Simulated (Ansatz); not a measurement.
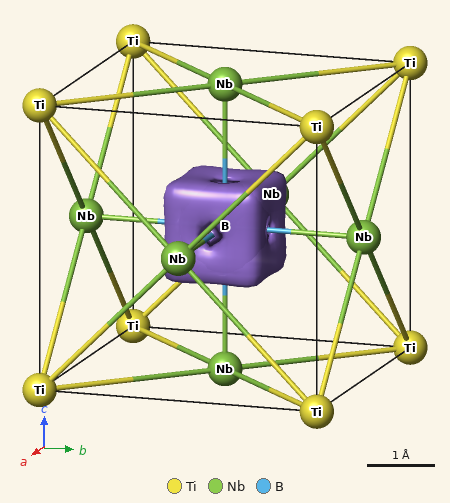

The picture shows: TiNb3B. Isosurface of the ELF at 0.65 (purple), seen slightly off an axis. Core shells and regions of very low density are left out. Sticks mark near contacts.

Space group Pm-3m; a structure generated by program, which may or may not match a known phase; computed without spin polarisation.

Computed with DFT PBE, scalar-relativistic, plane waves, PAW in Ansatz.

```yaml
crystal:
  lattice:
    - [4.39403, 0.00000, 0.00000]
    - [0.00000, 4.39403, 0.00000]
    - [0.00000, 0.00000, 4.39403]
  atoms:
    - { symbol: Ti, position: [0.00000, 0.00000, 0.00000] }
    - { symbol: Nb, position: [0.00000, 0.50000, 0.50000] }
    - { symbol: Nb, position: [0.50000, 0.00000, 0.50000] }
    - { symbol: Nb, position: [0.50000, 0.50000, 0.00000] }
    - { symbol: B, position: [0.50000, 0.50000, 0.50000] }
```

Q: What do the ELF domains correspond to?

A: The surface consists of one region wrapped around B (its valence shell), counted in one cell of 5 atoms. Any copies at cell faces, edges or corners count once. Along the contacts the grid gives the following. Nb–B (2.20 Å): the ELF peaks at about 0.65 in the valence shell of B, 0.7 Å from its nucleus, and drops to about 0.25 between the two atoms. Ti–Nb (3.11 Å): the ELF is about 0.30 at the midpoint.
